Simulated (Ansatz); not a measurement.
## Electronic structure of BFGeH$_{4}$O (SMILES O[B](F)[GeH3]) in real space

Input file:

```
crystal:
  periodic: [false, false, false]
  atoms:
    - {symbol: O, position_ang: [1.776923, 0.708263, -0.630460]}
    - {symbol: B, position_ang: [1.057573, -0.138147, 0.132930]}
    - {symbol: F, position_ang: [1.755168, -0.962282, 0.903174]}
    - {symbol: Ge, position_ang: [-1.023162, -0.225570, 0.173810]}
    - {symbol: H, position_ang: [1.242803, 1.290053, -1.175228]}
    - {symbol: H, position_ang: [-1.563438, 0.082979, 1.579004]}
    - {symbol: H, position_ang: [-1.625134, 0.805152, -0.802461]}
    - {symbol: H, position_ang: [-1.528534, -1.617548, -0.236569]}
basis:
  gaussian: {orbitals: def2-TZVPP}
hamiltonian: {xc: pbe0, dispersion: d4}
output: {orbitals: {seedname: orbitals}}
```

Run with:

```sh
ansatz run in.yaml --threads 2 --pin off --events-out ev --progress --plain --max-ram 4352MiB
```

Geometry: PBE0-D4/def2-TZVP.

These are results of Ansatz, RKS PBE0-D4/def2-TZVPP, not measurements.

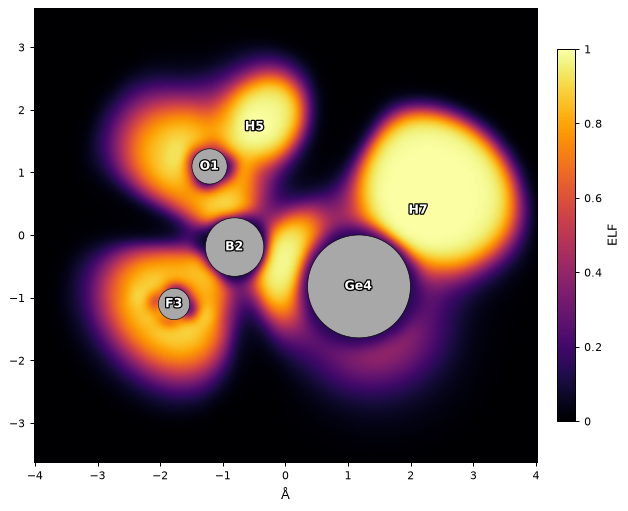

Figure 1. ELF on the plane of atoms O1, B2 and F3. Grey discs cover the atomic cores.

What does the map show?

Answer. Atoms in the plane: O, B, F, Ge and H. B–F (1.33 Å): the ELF peaks at about 0.85 between the atoms (a polar covalent bond). B–O (1.35 Å): the ELF peaks at about 0.90 between the atoms: a polar covalent bond. Ge–B (2.08 Å): the ELF peaks at about 1 between the atoms; a shared electron pair. O–H (0.96 Å): the ELF climbs to about 1 towards the hydrogen, as it does in any bond to H; a covalent bond by its length. Ge–H (1.54 Å): the ELF climbs to about 1 towards the hydrogen. The ELF also peaks beside F3 and O1, away from the bonds: lone-pair regions.

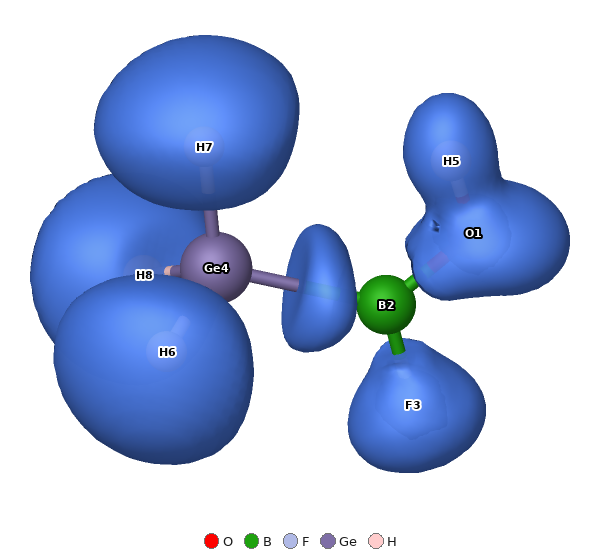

Figure 2. Isosurface of the electron localisation function at 0.75 (blue), seen at a tilt. Only the valence region is drawn (cores and ρ < 0.01 e/Å³ removed).

Describe the localisation domains.

Answer. The ELF exceeds this value in one region between bonded B–Ge atoms (shared pairs), three regions around hydrogen nuclei, one region on F in which the atom's valence shell and bonds are merged and one joined region spread over several atoms (H, O), in which their bonds and any lone pairs are merged.

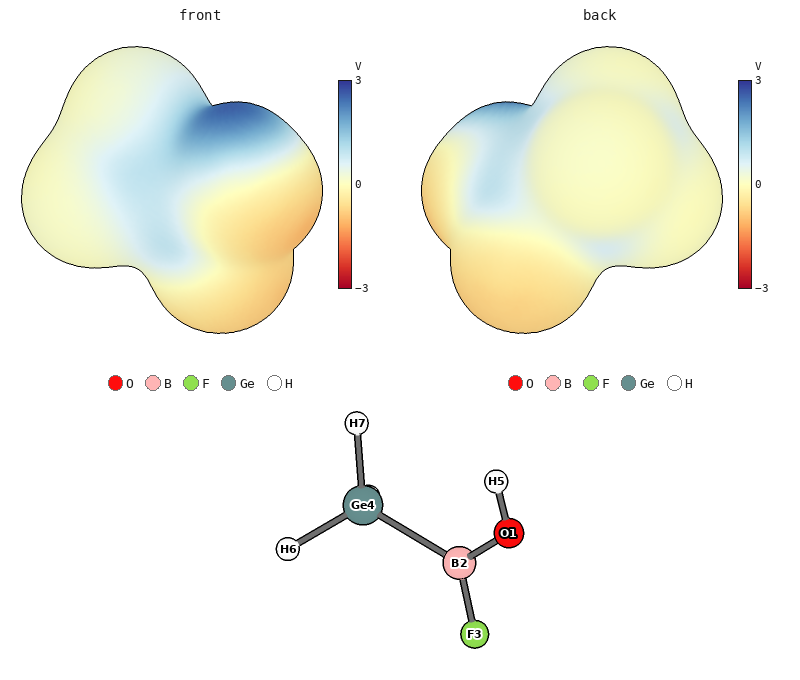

Figure 3. The electrostatic potential painted on the density surface at 0.001 e/bohr³, seen from the front and from behind; red is negative and blue positive. The bare structure is drawn below in the same view.

Which sites attract a positive test charge, and which a negative one?

Answer. A positive charge is drawn to the negative regions and a negative charge to the positive ones. The most negative region (about −1.0 V, or −23 kcal/mol for a unit charge) lies over O1, the most positive (about +2.5 V, or +58 kcal/mol for a unit charge) over H5.
